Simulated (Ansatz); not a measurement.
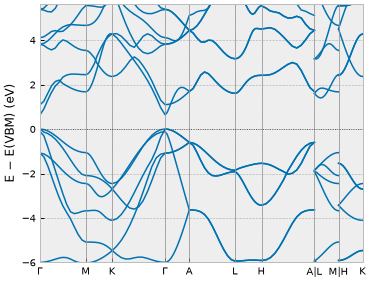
Band structure from the program Ansatz at the LDA level (PAW)

Q: Read off the gap and where the band edges lie.

A: About 0.6 eV (0.64 eV by a search for the band edges); maximum at Γ, minimum at Γ.

The material is InP (wurtzite, P6_3mc).

The workflow started from a Materials Project entry (that database holds measured and hypothetical structures alike); the Crystallography Open Database copy checked does not list it. It is not the phase usual at ambient conditions (space group No. 216). Symmetry was held in the LDA relaxation; of distortions, only those at the zone centre were tested. Scalar-relativistic: spin–orbit coupling is off unless named, which matters more the heavier the elements.

Potentials: the later of the program's two PAW sets.
